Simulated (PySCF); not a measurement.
**BH₅OSi, SMILES `B[SiH2]O`: what the electrons do**

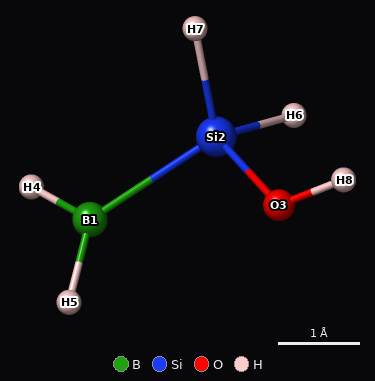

The molecule, with its atoms numbered as below. No frequency check shows the geometry to be a minimum.

Geometry (Å), atoms numbered from 1:

```
B1      -1.6749   -0.4595    0.0004
Si2      0.0319    0.4816   -0.0004
O3       1.2095   -0.6591    0.0006
H4      -2.6776    0.1434    0.0044
H5      -1.7573   -1.6251   -0.0044
H6       0.2761    1.3682   -1.1594
H7       0.2770    1.3701    1.1570
H8       2.1344   -0.4284    0.0008
```

Part 1: Bonding charge

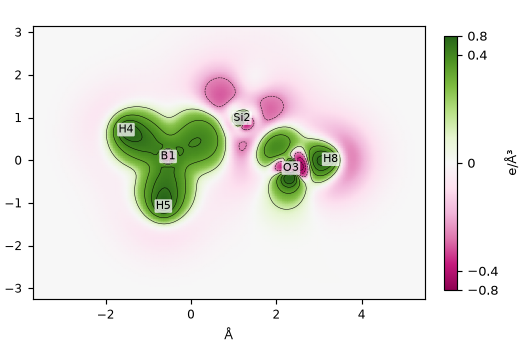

Deformation density (molecule less spherical, spin-averaged free atoms) in the plane of B1, Si2, O3, H4, H5 and H8; colour scale in e/Å³, logarithmic beyond ±0.1; green: gain, pink: loss.

Method: PBE0/6-31+G*; geometry: GFN2-xTB; program: PySCF.

Question: Describe the bonding that the map shows.

Answer: O3–H8: +0.71 e/Å³ at the bond critical point (bond length 0.95 Å). B1–H5: +0.51 e/Å³ at the bond critical point (bond length 1.17 Å). B1–H4: +0.50 e/Å³ at the bond critical point (bond length 1.17 Å). B1–Si2: +0.24 e/Å³ at the bond critical point (bond length 1.95 Å). Si2–O3: +0.05 e/Å³ at the bond critical point (bond length 1.64 Å); up to 0.6 Å beside the axis the gain reaches +0.33 e/Å³. In all, 2.0 electrons gather in the regions of gain relative to the promolecule. A small or negative value marks a very polar bond, one between electron-rich atoms, whose free-atom densities already overlap strongly, a long bond to a heavier atom, or a closed-shell contact such as a hydrogen bond.

Question: Where do the Hirshfeld charges lie?

Answer: The highest Hirshfeld charge is on Si2 (+0.31 e), the lowest on O3 (−0.33 e).

```
atom  charge (e)
  B1       +0.11
 Si2       +0.31
  O3       −0.33
  H4       −0.05
  H5       −0.04
  H6       −0.09
  H7       −0.09
  H8       +0.18
```

Part 2: Bond critical points

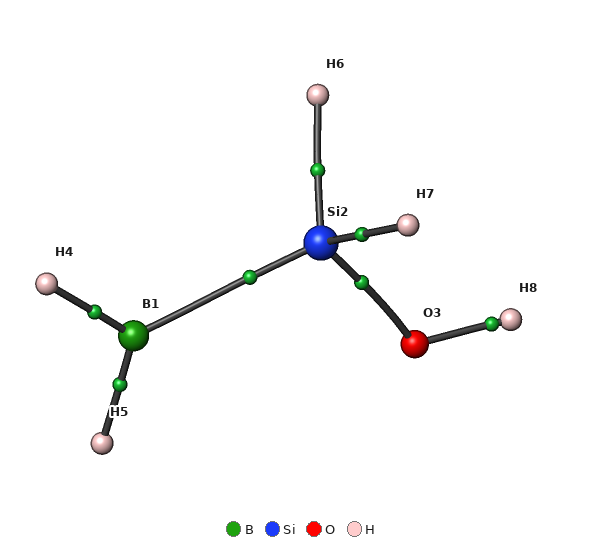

Molecular graph of the electron density (QTAIM): bond paths, bond critical points (green), ring points (magenta, if any); weak paths are dashed.

Question: How many critical points of each kind are there, and does the count close?

Answer: 8 nuclei, 7 bond, 0 ring and 0 cage critical points: 8 − 7 + 0 − 0 = 1, as the Poincaré–Hopf relation requires.

Question: What does the calculation give at each kind of bond critical point?

Answer:
```tsv
bond	length (Å)	ρ (a.u.)	∇²ρ (a.u.)	ε	H (a.u.)
O3–H8	0.953	0.352	−1.90	0.00	−0.539
B1–H5	1.169	0.189	−0.41	0.37	−0.209
B1–H4	1.170	0.188	−0.40	0.38	−0.208
Si2–O3	1.640	0.128	+1.02	0.07	−0.019
B1–Si2	1.949	0.120	+0.06	0.05	−0.085
Si2–H7 (2 alike)	1.479	0.118	+0.16	0.08	−0.079
```

Question: What kind of interaction is B1–H5?

Answer: Shared-shell (covalent): ρ = 0.189, ∇²ρ = −0.41, H = −0.209 a.u.

Part 3: Local ionisation energy

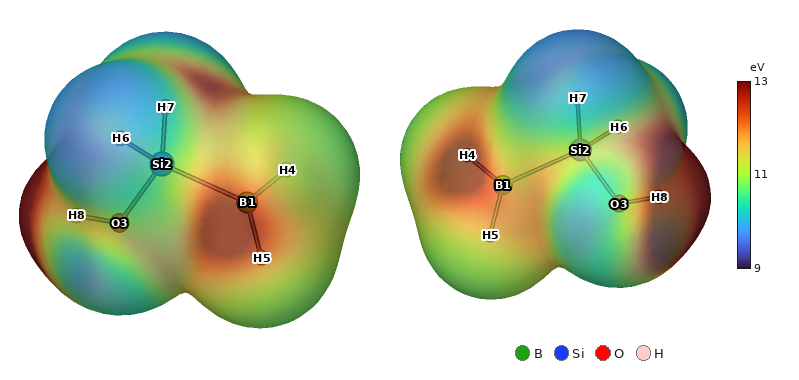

Average local ionisation energy on the surface of electron density 0.001 a.u. (back view left, front view right).

Question: Locate the minima of the map.

Answer: The lowest value is 9.7 eV, 1.5 Å from H7, and at like points elsewhere. Further minima include 10.0 eV, 1.9 Å from O3, and at like points elsewhere; 10.7 eV, 1.4 Å from H4. For comparison, the highest occupied orbital lies at −8.4 eV.

Part 4: In an electric field

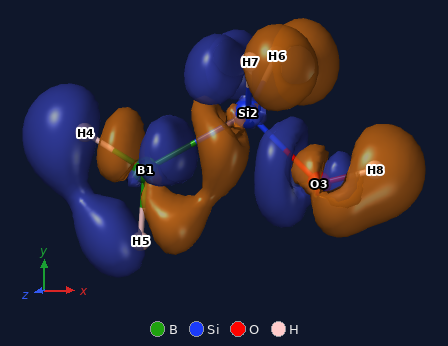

Change of the electron density in a uniform field of 0.51 V/Å, surfaces at ±0.004 e/Å³ (orange: gain, blue: loss).

PySCF calculation, B3LYP/aug-cc-pVDZ, gas phase; geometry: GFN2-xTB.

The field was applied in both directions; the picture shows the one opposite to the script's first.

Question: Along which Cartesian direction does the field point?

Answer: Along −x: electrons gather on the +x side, against the field.

Question: How large is the response?

Answer: The induced dipole is 1.34 D (along the field); α along this axis, from the fields in both directions, is 53 bohr³ (7.9 Å³).

Part 5: Localised orbitals

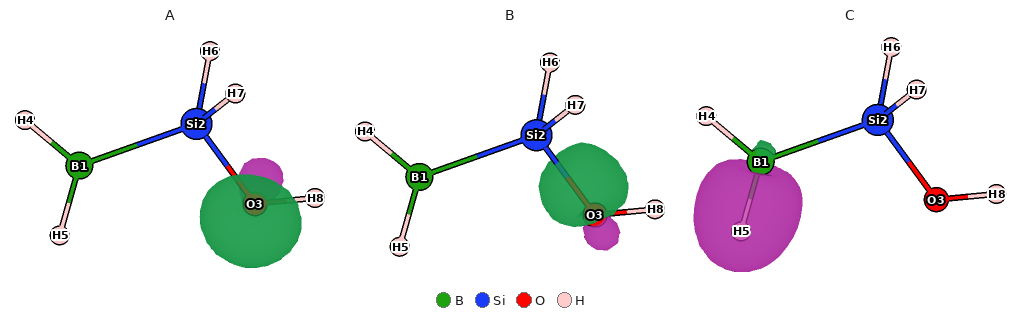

Foster–Boys orbitals, occupied; each surface holds about 70 % of the orbital's density. Energies are diagonal elements of the Fock matrix.

PySCF calculation, TPSS/6-31+G*, gas phase; geometry: GFN2-xTB.

Question: Identify each orbital.

Answer: By panel:
- A: lone pair on O3 (sp2.8-type) (O3 96 %, Si2 4 %; −11.1 eV)
- B: σ bond O3–Si2 (O3 78 %, Si2 22 %; −15.1 eV)
- C: σ bond B1–H5 (B1 51 %, H5 48 %; −10.4 eV)
